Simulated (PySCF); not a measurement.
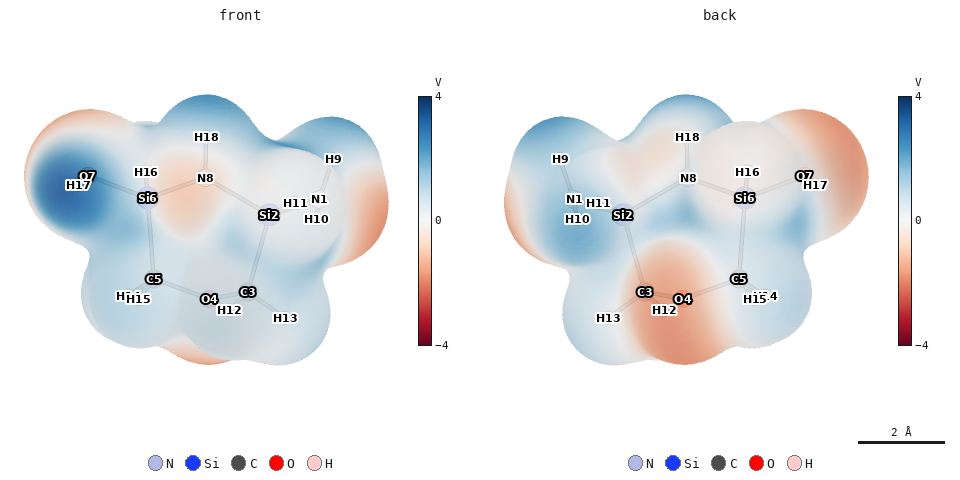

Figure. C2H10N2O2Si2. The electrostatic potential painted on the density surface at 0.004 e/bohr³, seen from the front and from behind; the colour scale runs from red (negative) to blue (positive).

Geometry: GFN2-xTB.

Level of theory: PBE0/pcSseg-1, SCF density, gas phase, non-relativistic in PySCF 2.14.0.

Input file:

```
{"job": {"kind": "nmr", "xc": "PBE0", "basis": "pcSseg-1"}, "charge": 0, "multiplicity": 1}
N      2.595871     0.497058    -0.893715
Si     1.426577     0.089410     0.301696
C      0.697193    -1.589737    -0.222029
O     -0.244151    -1.477727    -1.279181
C     -1.481940    -0.906774    -0.884777
Si    -1.391970     0.961927    -0.504907
O     -2.704973     1.535836     0.270249
N      0.030397     1.121119     0.467074
H      3.030472     1.405124    -0.884130
H      2.444969     0.192626    -1.842317
H      2.089995     0.084060     1.605113
H      0.229779    -2.108473     0.625883
H      1.476569    -2.245805    -0.611452
H     -2.151114    -1.094575    -1.727298
H     -1.880969    -1.477149    -0.029629
H     -1.400905     1.781792    -1.712857
H     -2.949805     1.221704     1.136859
H      0.175243     2.015903     0.909003
```

Command:

```sh
OMP_NUM_THREADS=1 python probes_run.py task.json out
```

Question: Describe the electrostatic potential map.

Answer: The most negative region (about −1.8 V) lies over O4, the most positive (about +3.1 V) over H17. O4 is the likeliest acceptor of a hydrogen bond.
